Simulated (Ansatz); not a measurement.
# NbSi, from a guessed structure to a relaxed one

This structure for NbSi is made up. Its elements were placed in a known structure type with a cell scaled to their sizes. What cell does the guess relax to, and how far off was it?

Calculated with Ansatz 0.2.0; DFT, PBE, plane-wave PAW, files of the set soft_1, scalar-relativistic, no spin, cell and ions relaxed at zero pressure; PAW set soft_1, in the first sound run; inputs show where later runs differ.

## (1) The structure

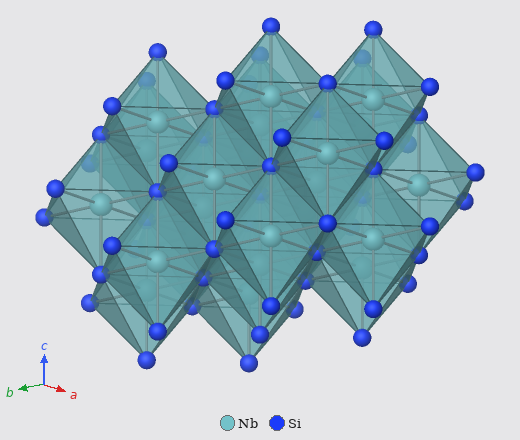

The starting structure, seen from a free direction (niobium teal, silicon blue). 1×2×1 cells are drawn. This picture shows the conventional cell, with its axes. Some periodic images of atoms are drawn too.

Coordinates:

```cif
data_structure
_symmetry_space_group_name_H-M 'Fm-3m'
_symmetry_Int_Tables_number 225
_cell_length_a 5.2380
_cell_length_b 5.2380
_cell_length_c 5.2380
_cell_angle_alpha 90.000
_cell_angle_beta 90.000
_cell_angle_gamma 90.000
_cell_volume 143.71
loop_
_atom_site_label
_atom_site_type_symbol
_atom_site_symmetry_multiplicity
_atom_site_Wyckoff_symbol
_atom_site_fract_x
_atom_site_fract_y
_atom_site_fract_z
_atom_site_occupancy
Nb1 Nb 4 b 0.50000 0.00000 0.00000 1
Si1 Si 4 a 0.00000 0.00000 0.00000 1
```

## (2) Relaxation of the guess

The guessed cell has no reason to be at equilibrium. It is relaxed with the atoms, within the space group of the guess.

Input file input.yaml:

```yaml
crystal:
  lattice:
    - [0.0, 2.619, 2.619]
    - [2.619, 0.0, 2.619]
    - [2.619, 2.619, 0.0]
  atoms:
    - { symbol: Nb, position: [0.5, 0.5, 0.5] }
    - { symbol: Si, position: [0.0, 0.0, 0.0] }
kpoints:
  mp_grid: { grid: [9, 9, 9] }
scf:
  occupations: { method: fermi_dirac, width: 0.05 }
hamiltonian:
  xc: pbe
  pseudopotentials: { kind: paw, azcp: { folder: soft_1 } }
relax:
  f_tol: 0.015
  max_steps: 70
  cell: {}
output:
  forces: true
  stress: true
```

Command:

```
$ ansatz run input.yaml --threads 4 --pin off --max-ram 8192MiB --backend cpu --events-out ev --progress --plain --runs-dir out
```

Numbers of over 12 decimals in the logs are rounded to 6 here.

Log:

```text
Engine: ansatz 0.2.0, aarch64-unknown-linux-gnu
Pseudopotentials: kind: paw
Pseudopotential: Nb, paw, valence charge 13, recommended cutoff 420 eV (normal), soft_1/Nb.paw.azcp
Pseudopotential: Si, paw, valence charge 4, recommended cutoff 420 eV (normal), soft_1/Si.paw.azcp
Functional definition: PBE
  parameter kappa = 0.804
  parameter beta = 0.066725
  exchange = pbe_x(kappa = kappa, mu = beta*pi^2/3)
  correlation = pbe_c(beta = beta)
Crystal: 2 atoms, lattice volume = 35.928 Å³
Basis set: ecut = 420 eV, 725 PW (Γ), exchange–correlation on 50×50×50 points (8 copies of the dense FFT grid, shifted against one another)
Bands: 13, of which v1, the nominal top of the filled ones, is band 9 counted from 1 (8 counted from 0)
Symmetry: 48 space group operations
Space group: Fm-3m (ITA 225), of the structure as read, at distance tolerance 3.3e-5 Å
k-points: 35 of 729
Non-local potential: Nb, projectors of the file, l = 0: 3, l = 1: 2, l = 2: 2, l = 3: 1
Non-local potential: Si, projectors of the file, l = 0: 2, l = 1: 2, l = 2: 1
PAW form: soft (Blöchl's): semilocal exchange-correlation on the pseudo side does not see the compensation charge
PAW one-centre angular grid: Nb, 590 points (default); XC on 64 Gauss nodes
PAW one-centre angular grid: Si, 110 points (default); XC on 64 Gauss nodes
Initial density: superposition of atomic densities (chi_scale 0.1, normalization cell, long waves kept (reshape's long-wave potential 0.00 eV rms))
Initial wavefunctions: pseudopotential atomic-orbital guess
Functional: x = pbe(κ = 0.804, μ = 0.219515), c = pbe(β = 0.066725)
SCF iter   1: F=—  HF=-5189.668089 eV  |F-HF|=—  |Δ(HF+E_count)|=         —  Δρ=8.11e-2  dr2=4.14e0  ethr=3.10e-3  ⟨swp⟩=5.9  Hψ=2807  notcnv=0
preconditioner: auto → Kerker (q_TF=auto, 2.408 Å⁻¹)  [metal: Δε(μ)=0.100 eV  Ē_g=7.158 eV  σ=0.050 eV  W_gap=0.43  n_scr=14 (ndim 8)  ℏωp=18.6 eV  f_vac=0.000  D(μ)=1.50/eV (n_scr^D=14)]
SCF iter   2: F=—  HF=-5188.643163 eV  |F-HF|=—  |Δ(HF+E_count)|=    1.02e0  Δρ=3.08e-2  dr2=4.45e-1  ethr=3.10e-3  ⟨swp⟩=2.5  Hψ=1165  notcnv=0  defer=2
preconditioner: auto → none  [insulator: Δε(μ)=0.167 eV  Ē_g=6.707 eV  σ=0.050 eV  W_gap=0.57  n_scr=14 (ndim 8)  ℏωp=18.6 eV  f_vac=0.000  D(μ)=0.97/eV (n_scr^D=8)  ε∞_Penn≈8.7]
SCF iter   3: F=—  HF=-5188.549229 eV  |F-HF|=—  |Δ(HF+E_count)|=   9.39e-2  Δρ=6.78e-3  dr2=7.25e-3  ethr=2.62e-3  ⟨swp⟩=2.1  Hψ=724  notcnv=0  defer=2
SCF iter   4: F=—  HF=-5188.551988 eV  |F-HF|=—  |Δ(HF+E_count)|=   2.76e-3  Δρ=1.09e-3  dr2=5.47e-4  ethr=4.26e-5  ⟨swp⟩=2.2  Hψ=808  notcnv=0
SCF iter   5: F=—  HF=-5188.551859 eV  |F-HF|=—  |Δ(HF+E_count)|=   1.29e-4  Δρ=1.78e-4  dr2=5.04e-6  ethr=3.22e-6  ⟨swp⟩=2.8  Hψ=770  notcnv=0
SCF iter   6: F=—  HF=-5188.551844 eV  |F-HF|=—  |Δ(HF+E_count)|=   1.47e-5  Δρ=7.54e-6  dr2=9.02e-9  ethr=5.88e-10  ⟨swp⟩=3.5  Hψ=1826  notcnv=0
SCF iter   7: F=-5188.551844 eV  HF=-5188.551844 eV  |F-HF|=6.73e-11  |Δ(HF+E_count)|=   4.92e-9  Δρ=1.10e-6  dr2=1.73e-10  ethr=5.30e-11  ⟨swp⟩=1.5  Hψ=1383  notcnv=0
SCF 1 converged in 7 iterations: F = -5188.551844 eV  dr2 = 1.73e-10
  greatest PAW one-centre occupation: 0.998 electrons in one spin orbital (limit 2), on the Nb atom at site 0 (counted from 0), in its partial waves of l = 0
relax step   1: F+E_penalty+E_count = -5188.55184444 eV  Δ(F+E_penalty+E_count) = +0.000e0 eV  max|allowed force component| = 1.515e-29 eV/Å  Δτ_max = 0.0000 Å  P = -7.089 GPa  Ω = 35.928 Å³  (7 SCF iters, dr2 threshold 1.00e-7 eV, accepted)
Crystal: 2 atoms, lattice volume = 32.982 Å³
Basis set: ecut = 420 eV, 645 PW (Γ), exchange–correlation on 50×50×50 points (8 copies of the dense FFT grid, shifted against one another)
Initial density: handed on by an earlier stage of this run
Initial wavefunctions: those handed on with the density
iter 1 solved again at ethr=3.78e-5 eV; its pass at ethr=3.10e-3 eV (dr2=6.43e-3 eV) is discarded
SCF iter   1: F=—  HF=-5188.577759 eV  |F-HF|=—  |Δ(HF+E_count)|=         —  Δρ=3.91e-3  dr2=6.43e-3  ethr=3.78e-5  ⟨swp⟩=1.0  Hψ=3263  notcnv=0
preconditioner: auto → none  [metal: Δε(μ)=0.079 eV  Ē_g=7.069 eV  σ=0.050 eV  W_gap=0.33  n_scr=8 (ndim 8)  ℏωp=19.4 eV  f_vac=0.000  D(μ)=1.31/eV (n_scr^D=14)]
SCF iter   2: F=—  HF=-5188.576521 eV  |F-HF|=—  |Δ(HF+E_count)|=   1.24e-3  Δρ=2.00e-3  dr2=1.56e-3  ethr=3.78e-5  ⟨swp⟩=1.0  Hψ=455  notcnv=0
SCF iter   3: F=—  HF=-5188.576210 eV  |F-HF|=—  |Δ(HF+E_count)|=   3.12e-4  Δρ=1.12e-4  dr2=1.46e-6  ethr=9.18e-6  ⟨swp⟩=2.3  Hψ=592  notcnv=0
SCF iter   4: F=—  HF=-5188.576210 eV  |F-HF|=—  |Δ(HF+E_count)|=   4.49e-7  Δρ=3.03e-5  dr2=1.68e-7  ethr=8.59e-9  ⟨swp⟩=2.1  Hψ=775  notcnv=0
iter 5 did not close the SCF: its close was put off for the readings that it lacked (scf_convergence_deferred on its scf_iter line)
SCF iter   5: F=-5188.576210 eV  HF=-5188.576210 eV  |F-HF|=4.08e-9  |Δ(HF+E_count)|=   3.59e-8  Δρ=5.87e-6  dr2=2.34e-9  ethr=9.90e-10  ⟨swp⟩=3.0  Hψ=769  notcnv=0
SCF iter   6: F=-5188.576210 eV  HF=-5188.576210 eV  |F-HF|=1.00e-11  |Δ(HF+E_count)|=   4.34e-9  Δρ=3.20e-7  dr2=2.09e-11  ethr=1.38e-11  ⟨swp⟩=2.0  Hψ=1266  notcnv=0
SCF 2 converged in 6 iterations: F = -5188.576210 eV  dr2 = 2.09e-11
relax step   2: F+E_penalty+E_count = -5188.57621008 eV  Δ(F+E_penalty+E_count) = -2.437e-2 eV  max|allowed force component| = 1.479e-29 eV/Å  Δτ_max = 0.0000 Å  P = +5.348 GPa  Ω = 32.982 Å³  energy of the carried Pulay correction = +2.176e-4 eV  (6 SCF iters, dr2 threshold 2.00e-7 eV, accepted)
Crystal: 2 atoms, lattice volume = 34.187 Å³
iter 1 solved again at ethr=5.23e-6 eV; its pass at ethr=3.10e-3 eV (dr2=8.89e-4 eV) is discarded
SCF iter   1: F=—  HF=-5188.594373 eV  |F-HF|=—  |Δ(HF+E_count)|=         —  Δρ=1.54e-3  dr2=9.83e-4  ethr=5.23e-6  ⟨swp⟩=1.6  Hψ=3121  notcnv=0
preconditioner: auto → none  [metal: Δε(μ)=0.079 eV  Ē_g=6.827 eV  σ=0.050 eV  W_gap=0.34  n_scr=8 (ndim 8)  ℏωp=19.1 eV  f_vac=0.000  D(μ)=1.34/eV (n_scr^D=14)]
SCF iter   2: F=—  HF=-5188.594200 eV  |F-HF|=—  |Δ(HF+E_count)|=   1.73e-4  Δρ=7.96e-4  dr2=2.53e-4  ethr=5.23e-6  ⟨swp⟩=1.0  Hψ=455  notcnv=0
SCF iter   3: F=—  HF=-5188.594153 eV  |F-HF|=—  |Δ(HF+E_count)|=   4.65e-5  Δρ=4.79e-5  dr2=3.30e-7  ethr=1.49e-6  ⟨swp⟩=2.2  Hψ=596  notcnv=0
SCF iter   4: F=—  HF=-5188.594147 eV  |F-HF|=—  |Δ(HF+E_count)|=   6.62e-6  Δρ=1.36e-5  dr2=2.39e-8  ethr=1.94e-9  ⟨swp⟩=2.0  Hψ=770  notcnv=0
iter 5 did not close the SCF: its close was put off for the readings that it lacked (scf_convergence_deferred on its scf_iter line)
SCF iter   5: F=-5188.594147 eV  HF=-5188.594147 eV  |F-HF|=4.63e-10  |Δ(HF+E_count)|=   1.93e-8  Δρ=1.86e-6  dr2=3.12e-10  ethr=1.41e-10  ⟨swp⟩=2.9  Hψ=729  notcnv=0
SCF iter   6: F=-5188.594147 eV  HF=-5188.594147 eV  |F-HF|=9.09e-13  |Δ(HF+E_count)|=  5.21e-10  Δρ=1.12e-7  dr2=3.87e-12  ethr=1.83e-12  ⟨swp⟩=1.0  Hψ=1217  notcnv=0
SCF 3 converged in 6 iterations: F = -5188.594147 eV  dr2 = 3.87e-12
relax step   3: F+E_penalty+E_count = -5188.59414684 eV  Δ(F+E_penalty+E_count) = -1.794e-2 eV  max|allowed force component| = 1.394e-29 eV/Å  Δτ_max = 0.0000 Å  P = -0.390 GPa  Ω = 34.187 Å³  energy of the carried Pulay correction = +1.263e-4 eV  (6 SCF iters, dr2 threshold 2.00e-7 eV, accepted)
Crystal: 2 atoms, lattice volume = 34.100 Å³
iter 1 solved again at ethr=3.17e-8 eV; its pass at ethr=3.10e-3 eV (dr2=5.39e-6 eV) is discarded
SCF iter   1: F=—  HF=-5188.594271 eV  |F-HF|=—  |Δ(HF+E_count)|=         —  Δρ=1.15e-4  dr2=5.79e-6  ethr=3.17e-8  ⟨swp⟩=2.0  Hψ=3006  notcnv=0
preconditioner: auto → none  [metal: Δε(μ)=0.085 eV  Ē_g=6.849 eV  σ=0.050 eV  W_gap=0.36  n_scr=8 (ndim 8)  ℏωp=19.1 eV  f_vac=0.000  D(μ)=1.30/eV (n_scr^D=14)]
SCF iter   2: F=—  HF=-5188.594262 eV  |F-HF|=—  |Δ(HF+E_count)|=   8.58e-6  Δρ=5.81e-5  dr2=1.37e-6  ethr=3.17e-8  ⟨swp⟩=1.0  Hψ=455  notcnv=0
iter 3 did not close the SCF: its close was put off for the readings that it lacked (scf_convergence_deferred on its scf_iter line)
SCF iter   3: F=-5188.594262 eV  HF=-5188.594262 eV  |F-HF|=3.67e-10  |Δ(HF+E_count)|=   2.77e-7  Δρ=3.73e-6  dr2=3.57e-9  ethr=8.04e-9  ⟨swp⟩=2.3  Hψ=578  notcnv=0
iter 4 did not close the SCF: its close was put off for the readings that it lacked (scf_convergence_deferred on its scf_iter line)
SCF iter   4: F=-5188.594262 eV  HF=-5188.594262 eV  |F-HF|=1.82e-12  |Δ(HF+E_count)|=  2.50e-10  Δρ=8.35e-7  dr2=1.39e-10  ethr=2.10e-11  ⟨swp⟩=2.3  Hψ=697  notcnv=0
iter 5 did not close the SCF: its close was put off for the readings that it lacked (scf_convergence_deferred on its scf_iter line)
SCF iter   5: F=-5188.594262 eV  HF=-5188.594262 eV  |F-HF|=4.55e-12  |Δ(HF+E_count)|=  6.09e-11  Δρ=1.54e-7  dr2=6.71e-12  ethr=1.00e-12  ⟨swp⟩=2.3  Hψ=683  notcnv=0
SCF iter   6: F=-5188.594262 eV  HF=-5188.594262 eV  |F-HF|=9.09e-13  |Δ(HF+E_count)|=  9.09e-13  Δρ=1.79e-8  dr2=1.45e-13  ethr=1.00e-12  ⟨swp⟩=1.0  Hψ=1050  notcnv=0
SCF 4 converged in 6 iterations: F = -5188.594262 eV  dr2 = 1.45e-13
relax step   4: F+E_penalty+E_count = -5188.59426174 eV  Δ(F+E_penalty+E_count) = -1.149e-4 eV  max|allowed force component| = 1.913e-29 eV/Å  Δτ_max = 0.0000 Å  P = -0.008 GPa  Ω = 34.100 Å³  energy of the carried Pulay correction = +1.328e-4 eV  (6 SCF iters, dr2 threshold 2.00e-7 eV, accepted)
Initial wavefunctions: pseudopotential atomic-orbital guess (no wavefunctions were taken with the density)
iter 1 solved again at ethr=8.36e-9 eV; its pass at ethr=3.10e-3 eV (dr2=1.42e-6 eV) is discarded
SCF iter   1: F=—  HF=-5188.594124 eV  |F-HF|=—  |Δ(HF+E_count)|=         —  Δρ=5.23e-5  dr2=1.25e-7  ethr=8.36e-9  ⟨swp⟩=3.1  Hψ=4111  notcnv=0
preconditioner: auto → none  [metal: Δε(μ)=0.084 eV  Ē_g=6.848 eV  σ=0.050 eV  W_gap=0.35  n_scr=8 (ndim 8)  ℏωp=19.1 eV  f_vac=0.000  D(μ)=1.31/eV (n_scr^D=14)]
SCF iter   2: F=—  HF=-5188.594116 eV  |F-HF|=—  |Δ(HF+E_count)|=   7.40e-6  Δρ=2.55e-5  dr2=2.69e-8  ethr=7.37e-10  ⟨swp⟩=2.0  Hψ=723  notcnv=0
SCF iter   3: F=—  HF=-5188.594116 eV  |F-HF|=—  |Δ(HF+E_count)|=   4.53e-8  Δρ=2.00e-6  dr2=5.32e-10  ethr=1.58e-10  ⟨swp⟩=2.7  Hψ=804  notcnv=0
SCF iter   4: F=—  HF=-5188.594116 eV  |F-HF|=—  |Δ(HF+E_count)|=  3.38e-10  Δρ=3.69e-7  dr2=2.39e-11  ethr=3.13e-12  ⟨swp⟩=2.8  Hψ=773  notcnv=0
iter 5 did not close the SCF: its close was put off for the readings that it lacked (scf_convergence_deferred on its scf_iter line)
SCF iter   5: F=-5188.594116 eV  HF=-5188.594116 eV  |F-HF|=9.09e-13  |Δ(HF+E_count)|=  5.46e-12  Δρ=1.59e-8  dr2=4.38e-14  ethr=1.00e-12  ⟨swp⟩=1.0  Hψ=455  notcnv=0
SCF iter   6: F=-5188.594116 eV  HF=-5188.594116 eV  |F-HF|=1.82e-12  |Δ(HF+E_count)|=  1.82e-12  Δρ=3.42e-9  dr2=1.33e-15  ethr=1.00e-12  ⟨swp⟩=3.0  Hψ=1523  notcnv=0
SCF 5 converged in 6 iterations: F = -5188.594116 eV  dr2 = 1.33e-15
relax step   5: F+E_penalty+E_count = -5188.59411642 eV  Δ(F+E_penalty+E_count) = +1.453e-4 eV  max|allowed force component| = 1.924e-29 eV/Å  Δτ_max = 0.0000 Å  P = -0.006 GPa  Ω = 34.100 Å³  stress off target by 6.21e-3 GPa  SCF on the basis re-selected at this cell (its energy is not comparable with the rows above)  (6 SCF iters)
basis re-selected at this cell: Δ(F+E_penalty+E_count) = +1.453e-4 eV, ΔP = +0.002 GPa vs the last step (what re-selecting the basis moved, of the pressure what is left beyond the Pulay correction that the steps carried, after the strain that the cell walked since its last selection, with what the two solves' SCF thresholds leave and, on support functions, any second-order correction that the steps lacked; it is no m [...]
SCF converged after 6 iterations
Free energy (F): -5188.594116 eV
Harris-Foulkes:  -5188.594116 eV  (|F-HF|=1.82e-12)
Internal energy: -5188.583870 eV  (E = F + TS)
E sigma→0 (E₀):  -5188.588993 eV
Entropy (-TS):   -0.010246 eV (-5.123 meV/atom)
Fermi energy:    13.942363 eV
--- Per-component energies (eV) ---
  E_band       = -97.599760
  E_kinetic    = 413.606808
  E_local      = -857.157091  (includes V_loc(G=0)·N_el)
  E_nonlocal   = 118.494180
  E_hartree    = 297.685576
  E_xc         = -222.630393
  E_vxc        = -248.999660  (∫ρ·V_xc dr)
  E_paw        = -3593.717391  (= ΣΔE_a)
  E_vpaw       = -118.915244  (= ΣTr[D̂ρ^β])
  E_aug_tail   = 0.000093  (compensation charges beyond the density's cutoff)
  E_ewald      = -1344.865653
  E_smearing   = -0.010246  (= −TS)
  E_closure    = 0.000000  (closes the sum)
  Σ components = -5188.594116   (vs F -5188.594116, Δ=0.00e0)
--- Forces (eV/Å), atoms counted from 1 ---
  atom   1  Nb     0.00000000    -0.00000000    -0.00000000
  atom   2  Si    -0.00000000    -0.00000000    -0.00000000
  max |Σ_I F_I| component: 3.93e-29 eV/Å
--- Stress (GPa, compression-positive) ---
       -0.006214      -0.000000      -0.000000
       -0.000000      -0.006214      -0.000000
       -0.000000      -0.000000      -0.006214
  P = ⅓ Tr σ = -0.0062 GPa (-0.062 kbar)
--- Relaxed structure (4 steps of the walk, 4 accepted, 1 SCFs on fresh bases) ---
  F+E_penalty+E_count = -5188.59411642 eV   max|allowed force component| = 1.924e-29 eV/Å   (the final SCF, on the basis selected at the relaxed cell)
  cell:  # Å, volume = 34.1004 Å³
    - [0, 2.573810, 2.573810]
    - [2.573810, 0, 2.573810]
    - [2.573810, 2.573810, 0]
  atoms:
    - { symbol: Nb, position: [0.5, 0.5, 0.5] }
    - { symbol: Si, position: [0, 0, 0] }
```

Wall time 2 s (4 threads of Arm Neoverse V2, shared host); peak memory 0.3 GiB; 5.2 s of CPU time.

Relaxation path:

```
step  energy less that of the first step (eV)  largest force component (eV/Å)  pressure (GPa)  volume (Å³)
   1                                   0.0000                          0.0000           -7.09        35.93
   2                                  -0.0244                          0.0000            5.35        32.98
   3                                  -0.0423                          0.0000           -0.39        34.19
   4                                  -0.0424                          0.0000           -0.01        34.10
  5*                                  -0.0423                          0.0000           -0.01        34.10
```

Relaxation steps marked * repeat the geometry before them on a plane-wave basis chosen anew for their cell, so energy and pressure can jump there.

The run keeps the 48 symmetry operations that it works with, so distortions that break them were not tested.

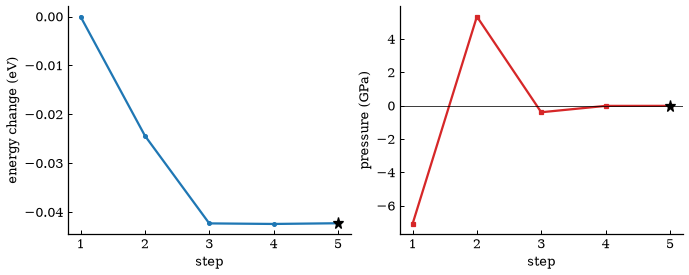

Energy and pressure along the relaxation. Stars mark steps on a basis chosen anew.

```
conventional cell, symmetrised  before  after  change
                         a (Å)   5.238  5.148  -1.7 %
                         b (Å)   5.238  5.148  -1.7 %
                         c (Å)   5.238  5.148  -1.7 %
              volume (Å³/atom)   17.96  17.05  -5.1 %
```

Final coordinates:

```
Nb Si
1.0
     0.00000    2.57381    2.57381
     2.57381    0.00000    2.57381
     2.57381    2.57381    0.00000
Nb Si
1 1
Cartesian
  2.5738 2.5738 2.5738
  0.0000 0.0000 0.0000
```

This step gave:

| Quantity | Value |
| --- | --- |
| free energy | -5188.5941 eV |
| energy at zero smearing | -5188.5890 eV |
| smearing term TS | 0.01025 eV |
| Fermi energy | 13.94 eV |
| electrons | 17 |
| symmetry operations | 48 |
| pressure | -0.006214 GPa |

The shortest distance of each pair, which need not be the same contact before and after:

| pair | guess (Å) | relaxed (Å) |
| --- | --- | --- |
| Nb–Si | 2.619 | 2.574 |
| Nb–Nb | 3.704 | 3.640 |
| Si–Si | 3.704 | 3.640 |

The relaxation ends with a pressure of -0.01 GPa.

(Part 1 of 2 ends here.)

[Logs are printed without paths, hosts, clocks, repeated set-up lines and the standing remarks that a program may print on its own settings, such as how far it seeks lower states.]

[Hosts, paths, dates, database ids (printed as entryN), source tags and the programs' standing remarks are cut or masked in the printed files.]
